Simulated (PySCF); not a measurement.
SMILES [CH3][Ge]([Cl])[CH3], doublet at its B3LYP/def2-SVP optimised geometry (Å):

```
10

C     -0.9967     1.1653     0.0000
Ge    -0.2766    -0.6838     0.0000
C      1.7079    -0.6838     0.0000
Cl    -0.8940    -1.5840     1.9250
H     -2.0919     1.1504     0.0879
H     -0.7122     1.6752    -0.9332
H     -0.5726     1.7098     0.8593
H      2.0617    -0.0924     0.8602
H      2.0919    -1.7098     0.0858
H      2.0794    -0.2319    -0.9325
```

Computed with unrestricted B3LYP/def2-TZVP run with PySCF.

Map of the log10 of the electron density (e/bohr³), floored at −4 on the plane z = 0.6 Å:

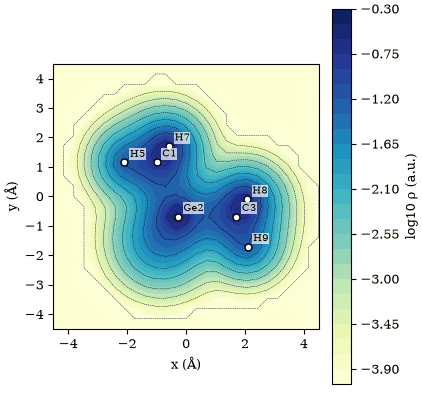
Figure: Log10 of the electron density (e/bohr³), floored at −4 on the plane z = 0.6 Å.
